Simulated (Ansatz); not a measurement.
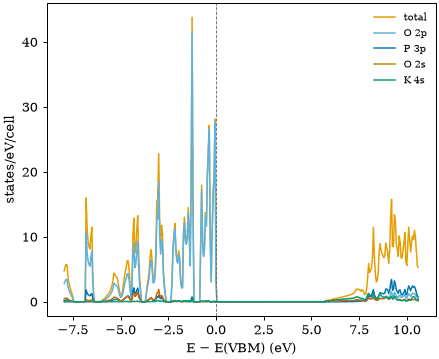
Figure. Total and projected density of states of KPH₂O₄ in space group Fdd2 (No. 43; Pearson symbol oF64), DFT-PBEsol in the program Ansatz with PAW potentials

Question: Which orbitals carry the states next to the gap?

Answer: Top 1 eV of the valence band: O 2p 97 %. Bottom 1 eV of the conduction band: K 4s 57 %, O 2s 23 %, H 1s 6 %, O 2p 6 %, P 3s 5 %. Projections are on Löwdin-orthogonalised atomic valence shells; empty p or d shells of many metals are not among them.

Question: Where is the tallest occupied peak in this window, and what makes it?

Answer: Near -1.3 eV, about 44 states/eV per cell; the largest projected share is O 2p.

The workflow started from a Materials Project entry (that database holds measured and hypothetical structures alike); the Crystallography Open Database files this formula in space group No. 43, but the cells were not matched. Its standing as an ambient phase is unchecked. Symmetry was held in the PBEsol relaxation; its stability against distortions is not shown here.

Potentials: the earlier of the program's two PAW sets. The files were generated under PBE; for other functionals the program regenerates the frozen cores, and for LDA and PBEsol the local potential too.
